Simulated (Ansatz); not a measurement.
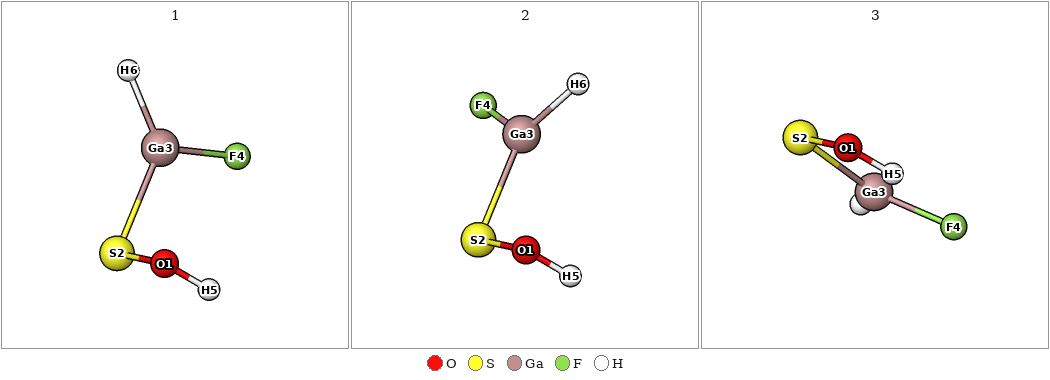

FGaH₂OS, SMILES O[S][GaH][F]. Coordinates scanned: (1) dihedral H5–O1–S2–Ga3; (2) dihedral O1–S2–Ga3–F4. Nothing is relaxed (all other coordinates rigid). The scan uses a 12 × 12 grid. Energies: eV, counted from the lowest grid point. Level of theory: Ansatz 0.2.0, RKS PBE0-D4/def2-SVP.

The numbered pictures are structures from this grid.

Which is the most stable, and how do the others follow?

Answer. 2, at dihedral H5–O1–S2–Ga3 = −90°, dihedral O1–S2–Ga3–F4 = −180°: 0.0021 eV; 3, at dihedral H5–O1–S2–Ga3 = 0°, dihedral O1–S2–Ga3–F4 = 0°: 0.122 eV; 1, at dihedral H5–O1–S2–Ga3 = −90°, dihedral O1–S2–Ga3–F4 = 90°: 0.327 eV.

The map, with the structures marked:

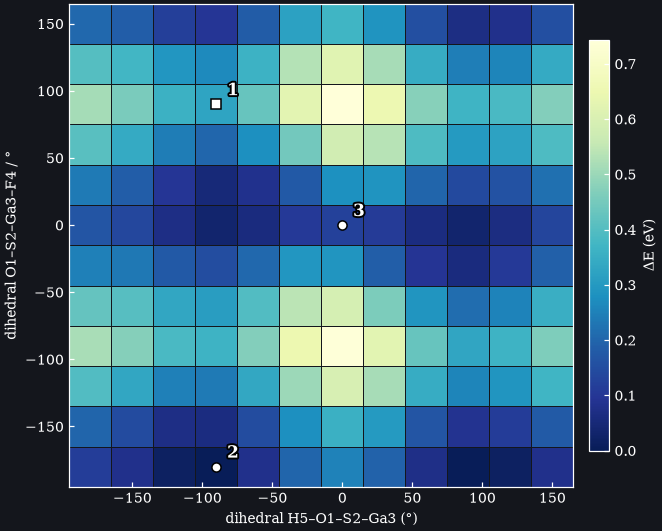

Drawn: one coloured cell a grid point.
